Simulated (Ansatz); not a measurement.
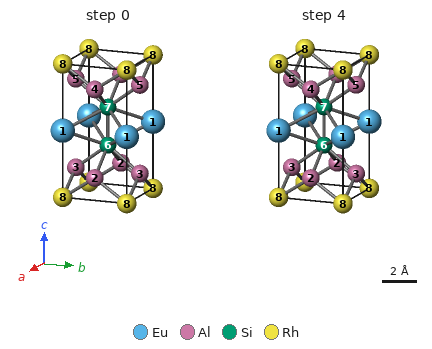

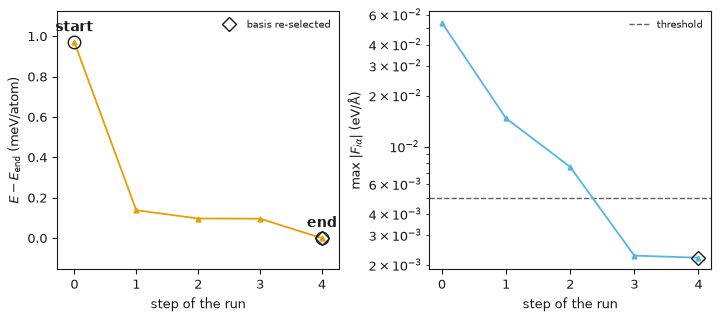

First and last geometry of a relaxation of crystalline EuAl₄Si₂Rh (set up in P4/mmm), with the history of the run. A ball-and-stick model of the cell of the calculation, seen slightly off an axis.

All numbers below come from Ansatz 0.2.0, DFT PBE+U, scalar-relativistic, plane waves, PAW. Settings: plane-wave cutoff 420 eV; k-point mesh 8 × 8 × 4; occupations gaussian; smearing width 0.1 eV; U Eu 6.0 eV; collinear spin; cell and atoms relaxed; force threshold 0.005 eV/Å; at most 80 steps.

Question: What do the curves and the structures tell?

Answer: It converged. No atom moves by more than 0.005 Å relative to the cell. Cell: a = b 4.176 → 4.199 Å (+0.6 %), c 8.289 → 8.302 Å (+0.2 %). Volume +1.3 %. Among the contacts that change: Eu1–Si6 3.181 → 3.198 Å, Al2–Rh8 2.510 → 2.521 Å, Si6–Si7 2.364 → 2.373 Å, Al2–Si6 2.612 → 2.621 Å. The space group stays P4/mmm (No. 123). The energy falls by 1.0 meV per atom in 3 accepted moves (4 points after the start). Largest force component: 0.054 eV/Å at the start, 0.0022 eV/Å at the end. The pressure goes from 1.25 to 0.01 GPa. At 1 point the geometry stayed and the basis and grid were re-selected for the new cell (energy shift of 0.1 meV per atom at most each time). Cost: 87 s on 2 threads of Intel(R) Xeon(R) Platinum 8488C (Sapphire Rapids), on a shared host, peak memory 0.99 GiB.
